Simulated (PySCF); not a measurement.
## A study: Cl3HHfO, SMILES `O[Hf](Cl)(Cl)Cl`

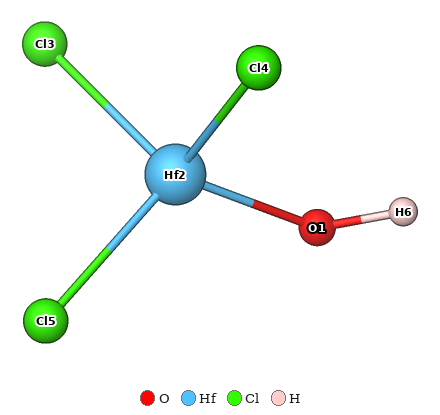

The molecule, with its atoms numbered as below. No frequency check shows the geometry to be a minimum.

Geometry (Å), atoms numbered from 1:

```
O1      -0.6820   -0.0122    1.9160
Hf2     -0.0200   -0.0013    0.2060
Cl3      1.1918    1.7709   -0.4456
Cl4     -1.9177   -0.0125   -1.0039
Cl5      1.2258   -1.7460   -0.4530
H6      -1.6063   -0.0181    2.1842
```

### 1. Bonding charge

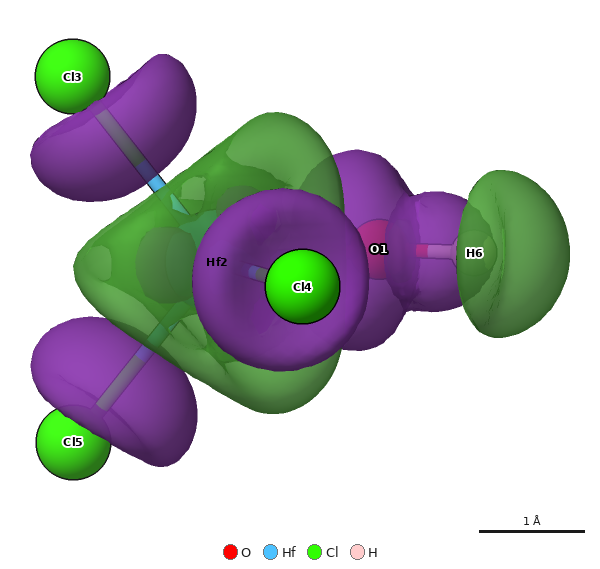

Deformation density (molecule less spherical, spin-averaged free atoms at the same positions), surfaces at ±0.05 e/Å³; purple: gain, green: loss.

Method: PBE0/def2-TZVP; geometry: GFN2-xTB; program: PySCF. Core potentials replace the inner electrons of Hf; spin–orbit coupling isn't included. This is a single-reference result, which may miss multireference character in this system.

**Describe the bonding that the map shows.**

O1–Hf2: +0.10 e/Å³ at the bond critical point (bond length 1.83 Å, Mayer order 1.2); up to 0.6 Å beside the axis the gain reaches +0.38 e/Å³. Hf2–Cl4: +0.09 e/Å³ at the bond critical point (bond length 2.25 Å, Mayer order 1.1). Hf2–Cl5 and Hf2–Cl3: +0.09 e/Å³ at the bond critical point (bond length 2.24 Å, Mayer order 1.1). In all, 1.5 electrons gather in the regions of gain relative to the promolecule. A small or negative value marks a very polar bond, one between electron-rich atoms, whose free-atom densities already overlap strongly, a long bond to a heavier atom, or a closed-shell contact such as a hydrogen bond.

**Where do the Hirshfeld charges lie?**

The highest Hirshfeld charge is on Hf2 (+0.66 e), the lowest on O1 (−0.34 e).

| atom | charge (e) |
| --- | --- |
| O1 | −0.34 |
| Hf2 | +0.66 |
| Cl3 | −0.17 |
| Cl4 | −0.16 |
| Cl5 | −0.17 |
| H6 | +0.19 |

### 2. Bond critical points

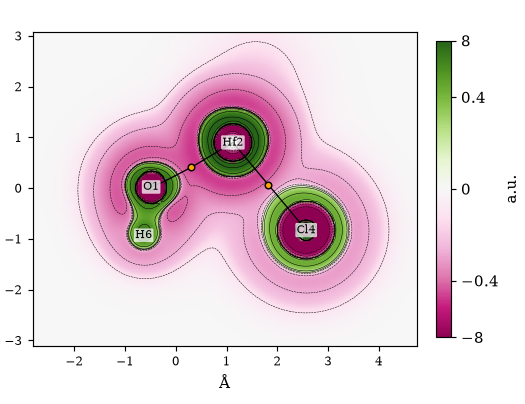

Negative Laplacian of the density (−∇²ρ) in the plane of O1, Hf2, Cl4 and H6 (green positive, pink negative, colour scale in a.u., logarithmic beyond ±0.04), with bond paths and bond critical points (dots).

**Sort the bonds in the plane by the sign of ∇²ρ at their critical points.**

At none is it concentrated. Depleted (∇²ρ > 0): O1–Hf2 (+0.75 a.u., H = −0.064); Hf2–Cl4 (+0.27 a.u., H = −0.036). A positive Laplacian with negative H is typical of metal–ligand bonds.

### 3. Electrostatic potential

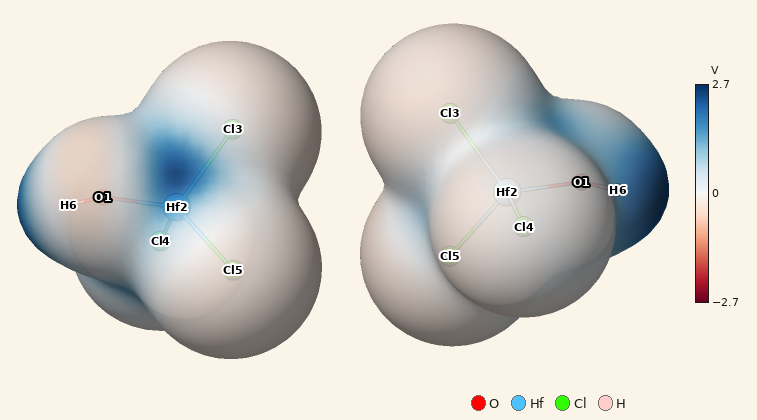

Electrostatic potential on the surface of electron density 0.001 a.u. (back view left, front view right).

**Where are the extremes of the potential on the surface?**

Highest: 2.69 V, 1.2 Å from H6. Further maxima include 2.33 V, 2.1 Å from Hf2; 1.52 V, off the O1–Hf2 bond (2.3 to 2.4 Å from its atoms). Lowest: −0.44 V, 1.8 Å from O1. Further minima include −0.33 V, 2.1 Å from Cl3, and at like points elsewhere; −0.26 V, 2.1 Å from Cl3, and at like points elsewhere. The surface is sampled at points, so like sites can differ by a few per cent and only the strongest of them is named.

### 4. Excited states

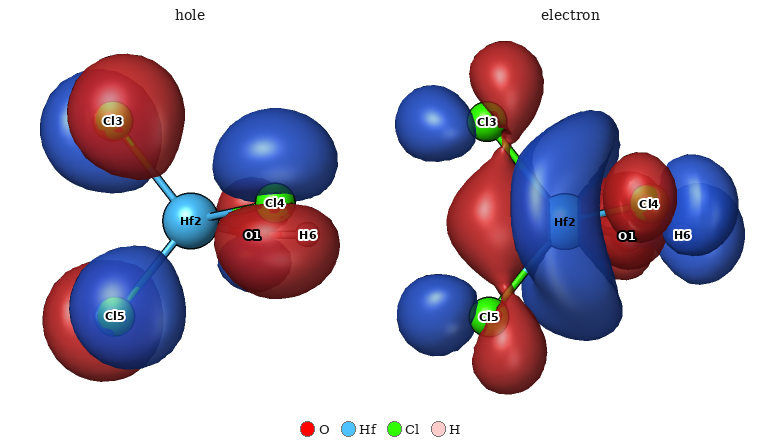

Leading natural transition orbital pair of S₃ (TDA singlet states); the surfaces enclose about 85 % of each orbital's density.

Computed with PySCF, CAM-B3LYP/def2-SVPD, geometry: GFN2-xTB. Core potentials replace the inner electrons of Hf; spin–orbit coupling isn't included. This is a single-reference result, which may miss multireference character in this system.

**Give its energy, strength and character.**

7.12 eV (174 nm), f = 0.007, ligand-to-metal charge transfer; the leading pair carries 93 %; hole on Cl4 (34 %), Cl3 and Cl5 (27 % each) and Hf2 (7 %), electron on Hf2 (61 %), Cl3, Cl4 and Cl5 (10 % each) and O1 (6 %); their centroids lie 0.6 Å apart. In canonical orbitals it is mainly HOMO−1 → LUMO (45 %). The HOMO–LUMO gap is 10.40 eV.

### 5. In an electric field

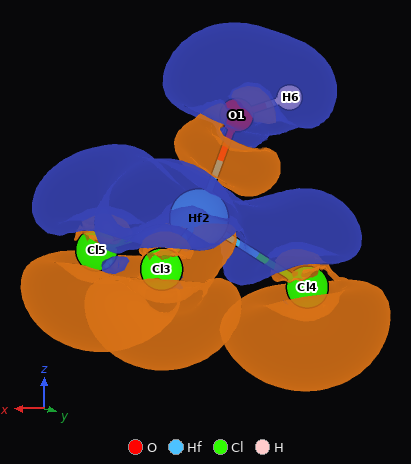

Change of the electron density in a uniform field of 0.10 V/Å, surfaces at ±0.0004 e/Å³ (orange: gain, blue: loss).

PySCF calculation, PBE/def2-TZVP, gas phase; geometry: GFN2-xTB. Core potentials replace the inner electrons of Hf; spin–orbit coupling isn't included. This is a single-reference result, which may miss multireference character in this system. A basis without diffuse functions makes polarisabilities too small.

The field was applied in both directions; the picture shows the one opposite to the script's first.

**Along which Cartesian direction does the field point?**

Along +z: electrons gather on the −z side, against the field.

**What dipole is induced, and what polarisability does it imply?**

The induced dipole is 0.34 D (along the field); α along this axis, from the fields in both directions, is 67 bohr³ (10.0 Å³).

### 6. Removing or adding an electron

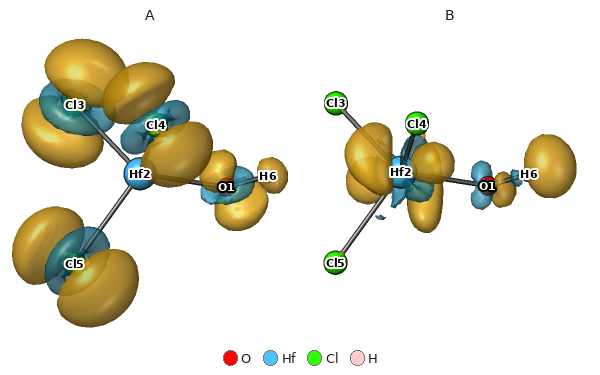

The two Fukui functions at ±0.02 e/Å³ (yellow positive, teal negative).

Computed with PySCF, BP86/def2-SVPD, geometry: GFN2-xTB. Core potentials replace the inner electrons of Hf; spin–orbit coupling isn't included. This is a single-reference result, which may miss multireference character in this system.

**Which panel is f⁻ (electron removed) and which f⁺ (electron added)?**

A is f⁻, B is f⁺. f⁻ (Hirshfeld-condensed) is largest on Cl3 and Cl5 (0.27 each) and Cl4 (0.23); the vertical ionisation energy is 10.92 eV (the stability of the cation's solution wasn't checked). f⁺ (Hirshfeld-condensed) is largest on Hf2 (0.36); the vertical electron affinity is −0.01 eV (the stability of the anion's solution wasn't checked; negative: at this level and geometry the extra electron isn't bound, and the finite basis holds it).

**What chemical potential and hardness follow from the two energies?**

μ = −(I + A)/2 = −5.46 eV and η = I − A = 10.94 eV.

### 7. Localised orbitals

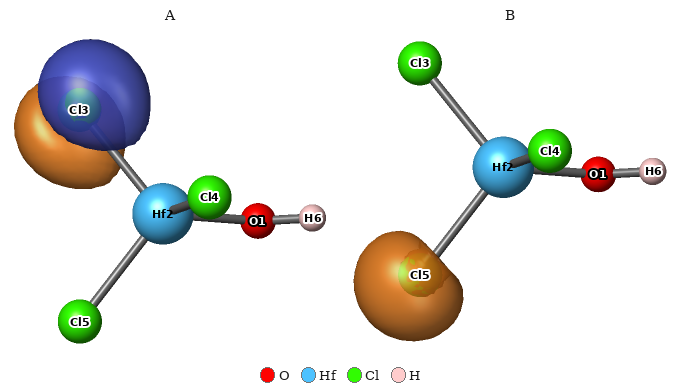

Pipek–Mezey orbitals, occupied; each surface holds about 70 % of the orbital's density. Energies are diagonal elements of the Fock matrix.

Method: ωB97X/def2-SVP; geometry: GFN2-xTB; program: PySCF. Core potentials replace the inner electrons of Hf; spin–orbit coupling isn't included. This is a single-reference result, which may miss multireference character in this system.

**Identify each orbital.**

By panel:
- A: lone pair on Cl3 (p-type) (Cl3 96 %, Hf2 4 %; −12.4 eV)
- B: lone pair on Cl5 (s-type) (Cl5 99 %; −22.9 eV)

The PySCF runs shown took 11 s, 3.1 min, 38 s, 4.4 min and 6.9 s on 1 thread of Intel(R) Xeon(R) 6975P-C (Granite Rapids) (shared host).
